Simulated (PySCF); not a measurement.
## Electronic structure of C6H11FO2Si (SMILES CC(C)O[SiH2]/C(F)=C/C=O) in real space

Input file:

```
{"job": {"kind": "nmr", "xc": "PBE0", "basis": "pcSseg-1"}, "charge": 0, "multiplicity": 1}
C     -2.773513    -0.189297    -0.319418
C     -1.691216    -0.165835     0.750779
C     -1.757527     1.111050     1.583181
O     -0.399701    -0.245198     0.193627
Si     0.221555    -1.004147    -1.076130
C      2.053149    -0.547433    -0.897576
F      2.820786    -1.053676    -1.885269
C      2.631857     0.182834     0.060295
C      4.058199     0.481897     0.129078
O      4.579906     1.134506     0.999090
H     -2.719586    -1.114353    -0.887652
H     -2.636783     0.646694    -1.000477
H     -3.753995    -0.114076     0.142224
H     -1.815960    -1.038058     1.408730
H     -0.956600     1.117653     2.317454
H     -2.710896     1.174550     2.099653
H     -1.642658     1.978223     0.937687
H     -0.260242    -0.509890    -2.368025
H      0.088294    -2.462500    -1.020626
H      2.003588     0.579324     0.842327
H      4.652425     0.054675    -0.700020
```

Command:

```sh
OMP_NUM_THREADS=1 python probes_run.py task.json out
```

Geometry: GFN2-xTB.

Method: PBE0/pcSseg-1, SCF density, gas phase, non-relativistic (PySCF).

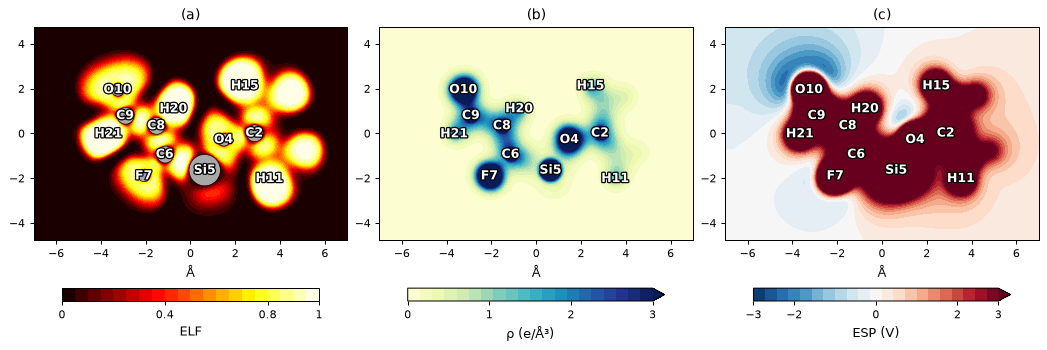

Figure 1. (a) ELF; (b) electron density; (c) molecular electrostatic potential on the plane of atoms O10, C9 and H21. Grey discs cover the atomic cores in the ELF map.

Interpret the plot.

- The plane passes through C, O, Si, F and H nuclei.
- C–O (1.21 Å): ρ is about 3.3 e/Å³ halfway; the ELF peaks at about 0.85 between the atoms; a short, multiple covalent bond.
- C–C (1.34 Å): ρ is about 2.3 e/Å³ halfway; the ELF peaks at about 0.95 between the atoms: a short, multiple covalent bond.
- C–F (1.35 Å): ρ at the midpoint is about 2.2 e/Å³, with its minimum of 1.7 e/Å³ about 0.5 Å from C; the ELF peaks at about 0.85 between the atoms (a shared but strongly polarised pair).
- Si–O (1.60 Å): ρ at the midpoint is about 1.2 e/Å³; the ELF peaks at about 0.85 between the atoms, as expected for a polar covalent bond.
- C–Si (1.90 Å): ρ is about 0.96 e/Å³ halfway; the ELF peaks at about 1 between the atoms; a covalent bond.
- The ELF also peaks beside F7 and O10, away from the bonds: lone-pair regions.
- Outside the dense part of the molecule the potential is most negative (−2.3 V) near O10.

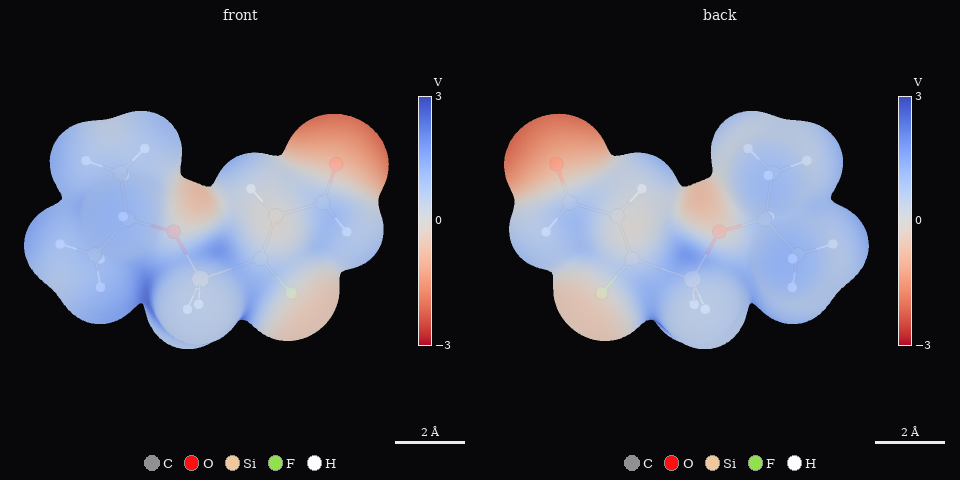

Figure 2. The molecular electrostatic potential painted on the density surface at 0.004 e/bohr³, seen from the front and from behind; the colour scale runs from red (negative) to blue (positive).

Describe the electrostatic potential map.

The most negative region (about −2.0 V) lies over O10, the most positive (about +2.4 V) over Si5. O10 is the likeliest acceptor of a hydrogen bond.

How polar is the molecule by this calculation?

Its dipole moment is 5.22 D.
